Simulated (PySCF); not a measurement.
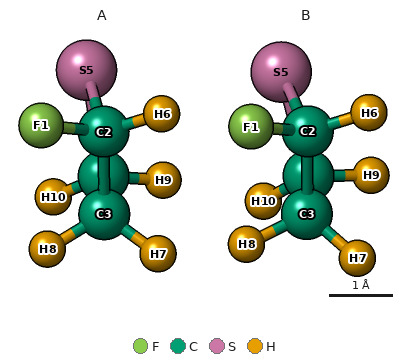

Two geometries of C$_{3}$H$_{5}$FS, drawn at one scale. One is the start of a relaxation, the other its converged end. A ball-and-stick model, seen from a free direction.

All numbers below come from PySCF 2.14.0, density-fitted response routines, PBE0-D3(BJ)/def2-SVP geometry optimisation, gas phase. 

Question: Which geometry has the lower energy?

Answer: Structure B is the relaxed one. The start comes from GFN2-xTB. The S atom moves most after the best rigid fit: 0.15 Å. Largest moves by element: S 0.15 Å, H 0.14 Å, F 0.13 Å, C 0.02 Å. Some distances before and after: C–H 1.087 → 1.100 Å. Among the angles between lasting bonds that change: C–C–H 109.9° → 107.4°. The energy falls by 2.20 kJ/mol in 8 geometry steps.
